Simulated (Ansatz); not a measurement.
**Al2Cu under a change: B on a Al site, symmetric start**

Take a 24-atom supercell of Al$_{2}$Cu (space group I4/mcm, No. 140; a = 6.0020 Å, c = 4.8145 Å) at its relaxed geometry as the base.

The change: a neutral B on a Al site, symmetric start, atoms relaxed at fixed cell.

Method: PBEsol, PAW, 420 eV (Ansatz, a quantum-chemistry and plane-wave program; spin-orbit coupling left out), earlier PAW set. Settings: 6×6×6 k-points, 0.05 eV Fermi–Dirac smearing.

* **Pressure**: -1.7 GPa (base 0.0 GPa)
* **Energy gained by relaxation**: 0.94 eV
* **Largest displacement of a host atom from its site in the perfect cell**: 0.11 Å
* **Shift of the substituted atom off its lattice site**: 1.24 Å

Final structure:

```
CELL_PARAMETERS angstrom
     -6.00204     0.00000     4.81446
      0.00000    -6.00204     4.81446
      6.00204     0.00000     4.81446
ATOMIC_POSITIONS crystal
  B  0.25000 0.20182 0.54818
  Al 0.99204 0.84580 0.64625
  Al 0.75000 0.34304 0.90696
  Al 0.50796 0.84580 0.16216
  Al 0.34233 0.66840 0.49201
  Al 0.08738 0.16190 0.75071
  Al 0.83960 0.66840 0.98927
  Al 0.58956 0.16588 0.24457
  Al 0.91044 0.84499 0.24457
  Al 0.66040 0.35033 0.49201
  Al 0.41262 0.83667 0.75071
  Al 0.15767 0.35033 0.98927
  Al 0.00330 0.16634 0.33696
  Al 0.75000 0.66365 0.58635
  Al 0.49670 0.16634 0.83036
  Al 0.25000 0.65960 0.09040
  Cu 0.12653 0.00653 0.11893
  Cu 0.89015 0.49594 0.36986
  Cu 0.60985 0.02029 0.61390
  Cu 0.37347 0.50760 0.86695
  Cu 0.36581 0.02029 0.36986
  Cu 0.13419 0.49594 0.61390
  Cu 0.87455 0.00653 0.86695
  Cu 0.62545 0.50760 0.11893
```

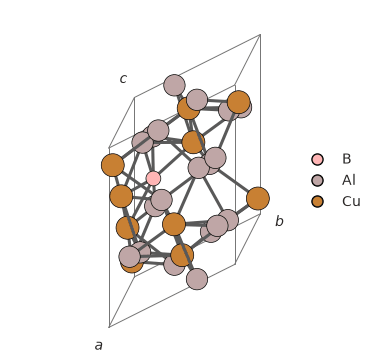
*The relaxed cell after the change*

In so small a cell the defect repeats every few ångströms: this is an ordered compound, not a dilute defect. The defect started on the symmetric site and kept its symmetry, so it may sit on a saddle. All final runs are without spin polarisation. The defect cell is not spin-polarised.
